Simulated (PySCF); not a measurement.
## A study: C$_{3}$H$_{5}$FO, SMILES `CC(F)C=O`

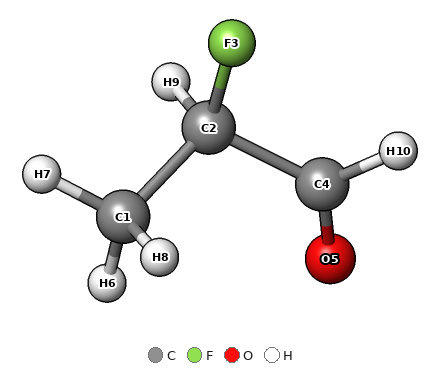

The molecule, with its atoms numbered as below. No frequency check shows the geometry to be a minimum.

Coordinates in Å:

```
C1      -0.8131   -1.3095    0.1427
C2      -0.4085    0.0755   -0.3502
F3      -1.3281    1.0133    0.0704
C4       0.9588    0.4673    0.1667
O5       1.9652   -0.1354   -0.0658
H6      -0.0705   -2.0323   -0.1817
H7      -1.7859   -1.5778   -0.2605
H8      -0.8686   -1.3140    1.2288
H9      -0.4084    0.1135   -1.4485
H10      0.9411    1.3740    0.7987
```

Part 1: Bonding charge

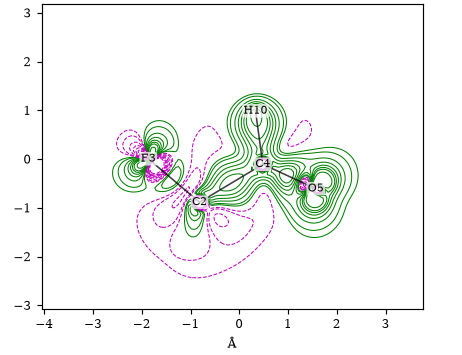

Deformation density (molecule less spherical, spin-averaged free atoms) in the plane of C2, F3, C4, O5 and H10; contours at ±0.05 to ±0.8 e/Å³; solid green lines: gain, dashed magenta lines: loss.

Level of theory: PBE0/aug-cc-pVDZ (PySCF), at a geometry from GFN2-xTB.

> Describe the bonding that the map shows.

C4–H10: +0.75 e/Å³ at the bond critical point (bond length 1.10 Å). C4–O5: +0.61 e/Å³ at the bond critical point (bond length 1.20 Å). C2–C4: +0.57 e/Å³ at the bond critical point (bond length 1.51 Å). C2–F3: −0.12 e/Å³ at the bond critical point (bond length 1.38 Å); up to 0.6 Å beside the axis the gain reaches +0.18 e/Å³. In all, 2.4 electrons gather in the regions of gain relative to the promolecule. A small or negative value marks a very polar bond, one between electron-rich atoms, whose free-atom densities already overlap strongly, a long bond to a heavier atom, or a closed-shell contact such as a hydrogen bond.

Part 2: Bond critical points

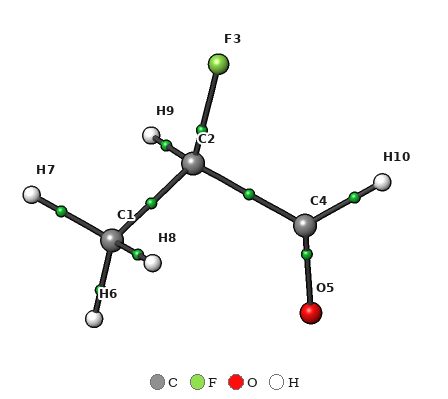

Molecular graph of the electron density (QTAIM): bond paths, bond critical points (green), ring points (magenta, if any); weak paths are dashed.

> How many critical points of each kind are there, and does the count close?

10 nuclei, 9 bond, 0 ring and 0 cage critical points: 10 − 9 + 0 − 0 = 1, as the Poincaré–Hopf relation requires.

> What does the calculation give at each kind of bond critical point?

| bond | length (Å) | ρ (a.u.) | ∇²ρ (a.u.) | ε | H (a.u.) |
| --- | --- | --- | --- | --- | --- |
| C4–O5 | 1.196 | 0.417 | +0.63 | 0.01 | −0.718 |
| C2–H9 | 1.099 | 0.281 | −1.05 | 0.06 | −0.300 |
| C1–H6 | 1.086 | 0.278 | −1.02 | 0.01 | −0.298 |
| C4–H10 | 1.105 | 0.277 | −1.04 | 0.01 | −0.294 |
| C1–H7 | 1.087 | 0.277 | −1.01 | 0.01 | −0.297 |
| C1–H8 | 1.088 | 0.277 | −1.00 | 0.01 | −0.296 |
| C2–C4 | 1.513 | 0.263 | −0.63 | 0.10 | −0.216 |
| C1–C2 | 1.525 | 0.245 | −0.54 | 0.05 | −0.195 |
| C2–F3 | 1.379 | 0.233 | −0.01 | 0.02 | −0.316 |

> What kind of interaction is C2–C4?

Shared-shell (covalent): ρ = 0.263, ∇²ρ = −0.63, H = −0.216 a.u.

Part 3: Local ionisation energy

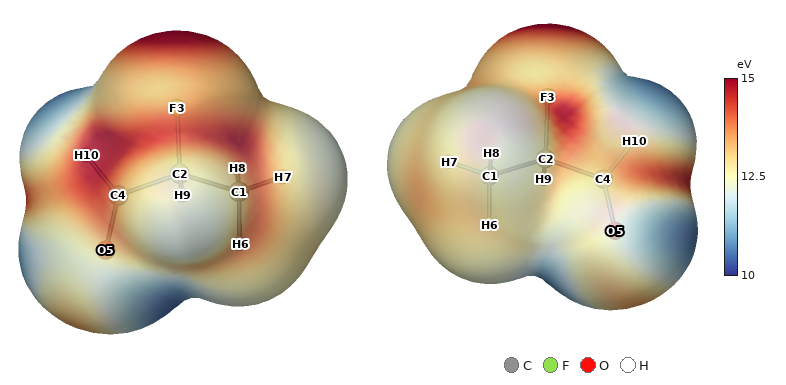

Average local ionisation energy on the surface of electron density 0.001 a.u. (back view left, front view right).

> Locate the minima of the map.

The lowest value is 10.3 eV, 1.9 Å from O5. Further minima include 10.4 eV, 1.8 Å from O5; 10.7 eV, 1.4 Å from H10; 11.9 eV, 1.3 Å from H9. For comparison, the highest occupied orbital lies at −7.8 eV.

Part 4: Localised orbitals

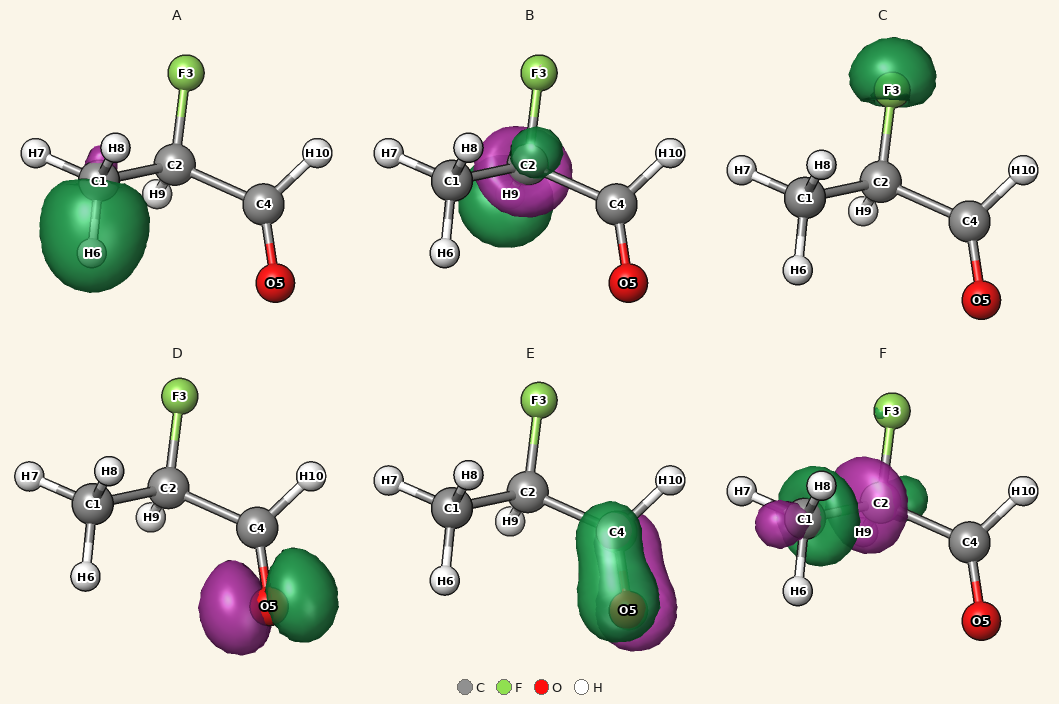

Intrinsic bond orbitals (IBO), occupied and valence-virtual; each surface holds about 70 % of the orbital's density. Energies are diagonal elements of the Fock matrix.

Method: PBE/6-311+G**; geometry: GFN2-xTB; program: PySCF.

> What does each orbital represent in a Lewis picture?

By panel:
- A: σ bond C1–H6 (C1 58 %, H6 41 %; −12.3 eV)
- B: σ* orbital H9–C2 (H9 58 %, C2 40 %; 6.9 eV)
- C: lone pair on F3 (s-type) (F3 100 %; −22.1 eV)
- D: lone pair on O5 (p-type) (O5 92 %, C4 3 %; −7.6 eV)
- E: π bond O5–C4 (O5 64 %, C4 35 %; −10.1 eV)
- F: σ* orbital C1–C2 (C1 51 %, C2 48 %; 7.4 eV)

> How do all the valence pairs divide up?

15 pairs: 9 σ bonds, 5 lone pairs and 1 two-centre π bond.

Part 5: Stretching a bond

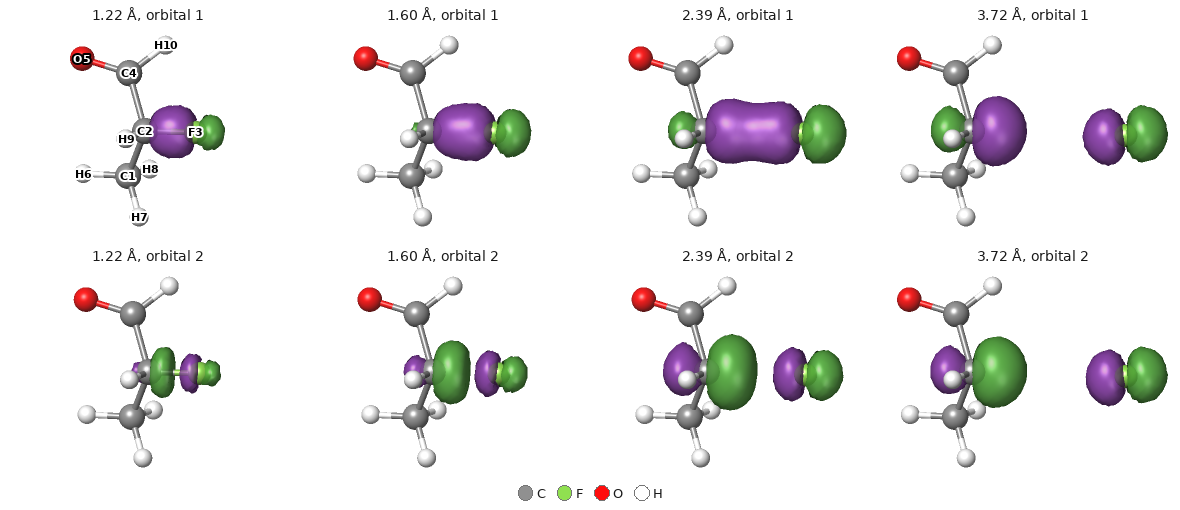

Rigid stretch of the C2–F3 bond. The two CASSCF(2,2) natural orbitals nearest half filling (orbital 1 the more occupied).

Level of theory: 6-31+G* basis (PySCF), at a geometry from GFN2-xTB.

> How do the occupations change along the stretch?

1.22 Å: 1.99 and 0.01; 1.60 Å: 1.95 and 0.05; 2.39 Å: 1.66 and 0.34; 3.72 Å: 1.08 and 0.92. At the longest distance computed (3.72 Å) they are 1.08 and 0.92, and the effective number of unpaired electrons is 2.0.

> Where does the UHF solution part from RHF?

Between 1.80 Å (⟨S²⟩ = 0, the two coincide) and 2.06 Å (⟨S²⟩ = 0.57); at 3.72 Å ⟨S²⟩ is 1.01 and UHF lies 4.1 eV below RHF.

> How much energy does the stretch cost?

By CASSCF, 4.2 eV from the lowest point of the scan (1.46 Å) to 3.72 Å; RHF gives 7.5 eV from its own lowest point. The fragments aren't relaxed and dynamic correlation is missing, so this isn't a bond dissociation energy.
